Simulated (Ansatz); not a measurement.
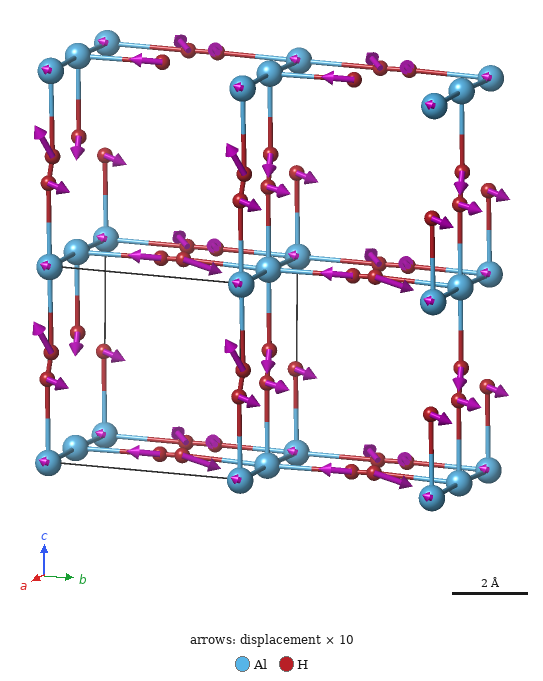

This is a relaxation of a crystal of AlH₄ (a generated structure, set up in P1) (coarse preliminary run). The starting structure is drawn; purple arrows show the displacements (the part carried along by the change of the cell is left out), 10 times their true length.

A ball-and-stick model of the cell of the calculation, repeated 1 × 2 × 2 with one cell outlined, seen slightly off an axis.

Method: DFT PBE, scalar-relativistic, plane waves, PAW (Ansatz). Settings: plane-wave cutoff 420 eV; k-point mesh 4 × 4 × 4; occupations gaussian; smearing width 0.2 eV; no spin polarisation; cell and atoms relaxed; force threshold 0.025 eV/Å; at most 60 steps.

**Atoms of which element are displaced furthest, and by how much?**

Hydrogen: up to 0.11 Å, against 0.03 Å for aluminium.

**What happened in the run?**

Over 7 accepted moves (8 points after the start) the energy falls by 0.497 eV per cell of the calculation. The largest force component goes from 5.3 to 0.003 eV/Å. Pressure: 2.41 GPa at the start and 0.00 GPa at the end. The SCF was repeated once at an unchanged geometry on a basis and grid sized afresh for the cell, which shifted the energy by 0.7 meV per cell of the calculation at most. The largest move relative to the cell is that of an H atom, 0.11 Å along [−1 3 −1]. By element the largest moves are H 0.11 Å, Al 0.03 Å. The drawn cell changes as follows: a 4.993 → 5.166 Å (+3.5 %), b 5.395 → 5.224 Å (−3.2 %), c 5.285 → 5.186 Å (−1.9 %), α 92.2° → 90.8°, β 91.2° → 90.1°, γ 89.4° → 90.0°; the volume changes by −1.6 %. Among the contacts that change: Al–H 2.390 → 2.206 Å, H–H 0.654 → 0.815 Å, Al–H 2.356 → 2.205 Å, Al–H 2.309 → 2.186 Å. The space group stays P1 (No. 1). Cost: 110 s on 1 thread of Intel(R) Xeon(R) Processor @ 2.70GHz, on a shared host, peak memory 0.41 GiB.
